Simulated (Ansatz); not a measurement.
Input

```
crystal:
  periodic: [false, false, false]
  atoms:
    - {symbol: Br, position_ang: [-2.046630, -0.825867, -0.967039]}
    - {symbol: Br, position_ang: [0.514339, 2.317759, -0.343082]}
    - {symbol: F, position_ang: [0.035810, -0.415229, 1.903627]}
    - {symbol: F, position_ang: [1.499532, -1.099332, -0.657414]}
    - {symbol: Sn, position_ang: [0.046948, -0.050931, 0.022508]}
basis:
  gaussian:
    orbitals: def2-TZVPD
hamiltonian:
  xc: {name: PBE0}
output:
  forces: true
  orbitals: {seedname: orbitals}
```

Run with:

```sh
ansatz run input.yaml --threads 2 --pin off --max-ram 5220MiB --events-out events.jsonl --progress --plain --runs-dir runs
```

Geometry: PBE0-D4/def2-SVP; core potentials replace the inner electrons of Sn.

Theory: isolated molecule in a Gaussian basis; Kohn-Sham density functional theory, functional PBE0 (Ansatz).

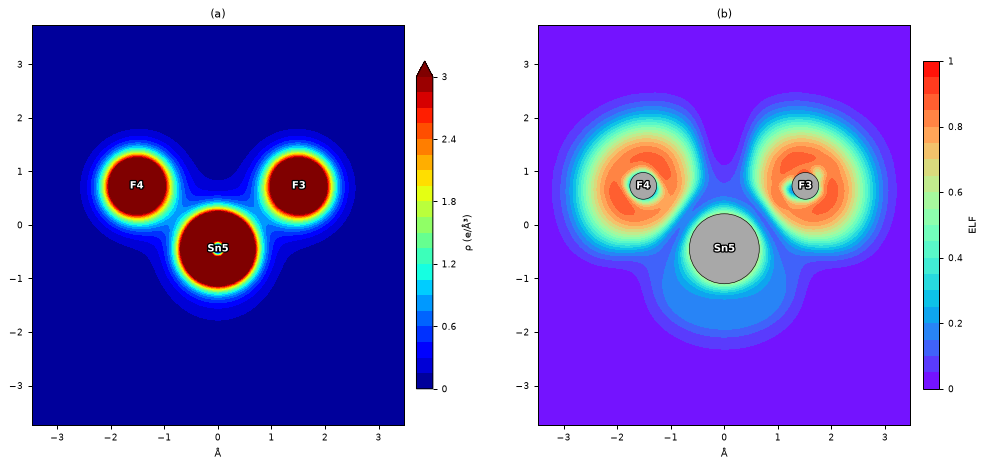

Br2F2Sn (SMILES [F][Sn]([F])([Br])[Br]). (a) electron density; (b) ELF on the plane of atoms F3, Sn5 and F4. Grey discs cover the atomic cores in the ELF map.

Q: Describe what can be read from this map.

A: The plane passes through F and Sn nuclei.
Sn–F (1.92 Å): ρ at the midpoint is about 0.85 e/Å³; the ELF peaks at about 0.80 in the valence shell of F, 0.6 Å from its nucleus, and drops to about 0.15 between the two atoms.
The ELF also peaks beside F4 and F3, away from the bonds: lone-pair regions.
